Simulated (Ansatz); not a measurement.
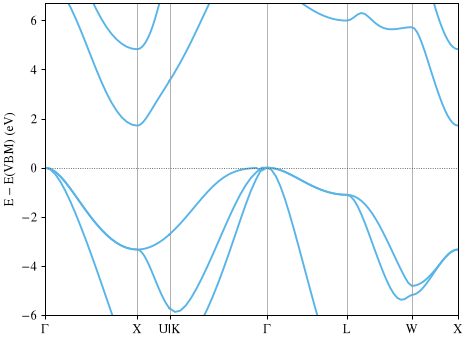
Fig. 1. Band structure from r²SCAN (plane waves, PAW; program Ansatz)

Task: Read off the gap and where the band edges lie.

Result: About 1.7 eV (1.71 eV by a search for the band edges); maximum at Γ, minimum at X.

Task: Pick the material that matches.
A. YN, rock salt
B. TeO2, fluorite
C. SiC, zinc blende

Result: C, SiC, zinc blende

Space group F-43m (zinc blende). The cell was relaxed with r²SCAN under the symmetry of its start.

Potentials: the later of the program's two PAW sets.
